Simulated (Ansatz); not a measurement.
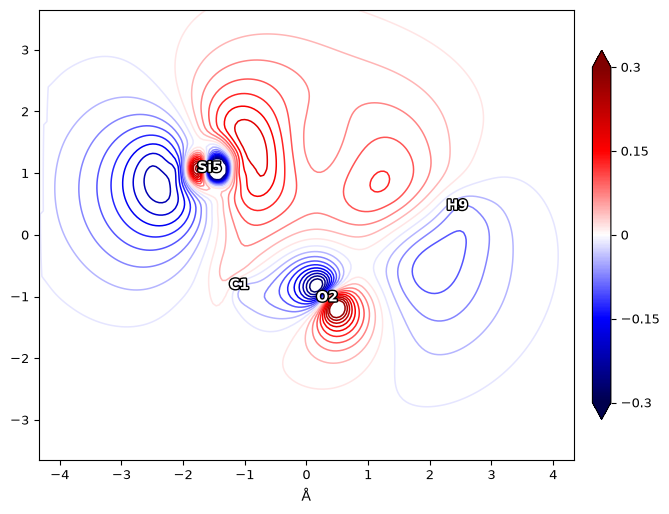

Figure. CH6O2Si2. The LUMO on the plane of atoms O2, C1 and Si5 (values in Å⁻³ᐟ²; the overall sign is arbitrary).

All numbers below come from RKS PBE0/def2-SVP (Ansatz 0.2.0).

```xyz
11

C     0.7399    1.0058    0.1425
O    -0.6819    0.9940    0.3919
Si   -1.4403   -0.4511    0.4351
O    -0.2707   -1.4594   -0.3567
Si    1.2788   -0.3928   -1.1224
H     1.2675    0.9302    1.1117
H     0.9943    1.9944   -0.2762
H    -1.6161   -1.0561    1.7852
H    -2.7078   -0.4363   -0.3297
H     0.3203    0.1111   -2.2054
H    -0.0113   -2.3053    0.0272
```

Describe this orbital and give its energy.

Answer. It lies mainly on Si5 (about 40 %), Si3 (about 20 %), H11 (about 15 %) and O4 (about 10 %). Its energy is −0.53 eV.
